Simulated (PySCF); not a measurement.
C₄H₁₀O₂Si (SMILES O=CCCC[SiH2]O)

The calculation's input:

```
{"job": {"kind": "nmr", "xc": "PBE0", "basis": "pcSseg-1"}, "charge": 0, "multiplicity": 1}
O     -0.782785     1.896903    -1.686309
C     -1.427757     0.939617    -2.011062
C     -1.083165    -0.493868    -1.735832
C      0.123402    -0.649480    -0.811105
C     -0.213859    -0.280556     0.631458
Si     1.334841    -0.120432     1.728052
O      2.393426     0.916807     1.063210
H     -2.371546     1.059640    -2.582865
H     -1.965864    -0.985589    -1.317620
H     -0.891213    -0.959905    -2.707791
H      0.921007    -0.001801    -1.180133
H      0.485056    -1.678480    -0.850398
H     -0.905127    -1.019141     1.038874
H     -0.746728     0.672859     0.630642
H      0.913630     0.340529     3.053713
H      2.105958    -1.356125     1.774825
H      2.103727     1.731051     0.658336
```

Launched as:

```sh
OMP_NUM_THREADS=1 python probes_run.py task.json out
```

Geometry: GFN2-xTB.

All numbers below come from PBE0/pcSseg-1, SCF density, gas phase, non-relativistic (PySCF).

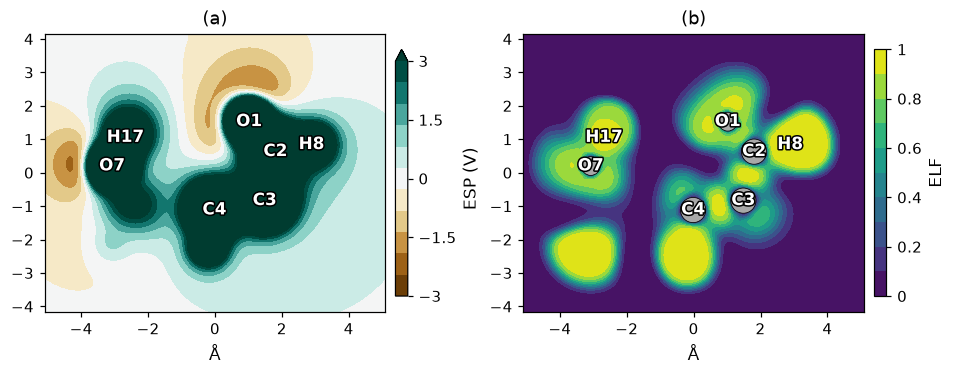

Figure 1. (a) molecular electrostatic potential; (b) electron localisation function on the plane of atoms C2, C3 and C4. Grey discs cover the atomic cores in the ELF map.

Interpret the plot.

The plane passes through O, C and H nuclei. C–O (1.20 Å): the ELF peaks at about 0.85 between the atoms (a short, multiple covalent bond). C–C (1.50 Å): the ELF peaks at about 0.95 between the atoms; a covalent bond. O–H (0.95 Å): the ELF climbs to about 1 towards the hydrogen, as it does in any bond to H (a covalent bond by its length). C–H (1.11 Å): the ELF climbs to about 1 towards the hydrogen; a covalent bond by its length. The ELF also peaks beside O7 and O1, away from the bonds: lone-pair regions. Outside the dense part of the molecule the potential is most negative (−2.0 V) near O7.

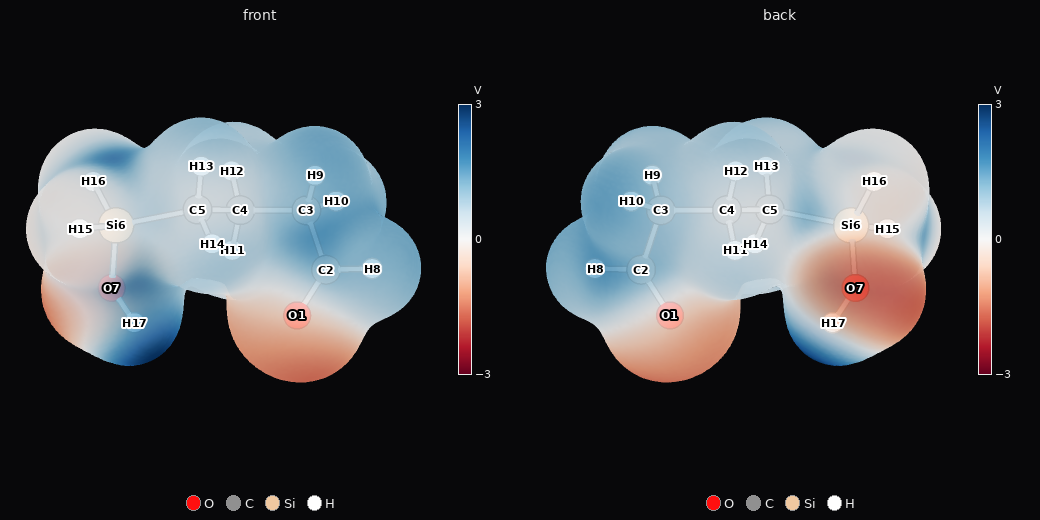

Figure 2. The electrostatic potential painted on the density surface at 0.004 e/bohr³, seen from the front and from behind; red is negative and blue positive.

Where is the surface potential most negative and most positive?

The most negative region (about −1.8 V) lies over O7, the most positive (about +2.8 V) over H17. O7 is the likeliest acceptor of a hydrogen bond.
